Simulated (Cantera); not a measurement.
Charge: 1 mol Si2Cl6, a varied amount of NH3, 25 mol H2, held at 427 °C and 100000 Pa.

Cantera equilibrium calculation (NASA polynomials, part measured and part estimated; ideal gas, pure solids and liquids). Candidate condensed phases: NH4Cl, Si, Si3N4; 28 gas species. The feed counts by its element totals alone. Equilibrium is a limit: real reactors are often held back by kinetics, nucleation or transport.

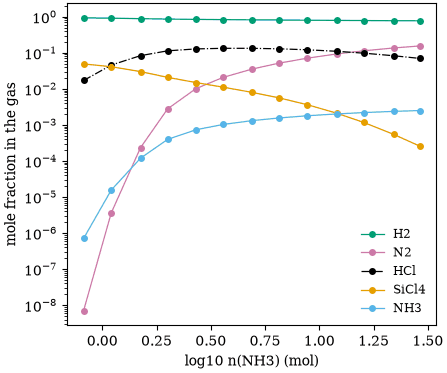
*Equilibrium gas composition (values under 1e-9 drawn at 1e-9)*

### Question
Read off the mole fractions at 1.1 mol NH3.

### Answer
H2 about 0.91, HCl about 0.046, SiCl4 about 0.041, NH3 about 1.6e-5, N2 about 3.6e-6.
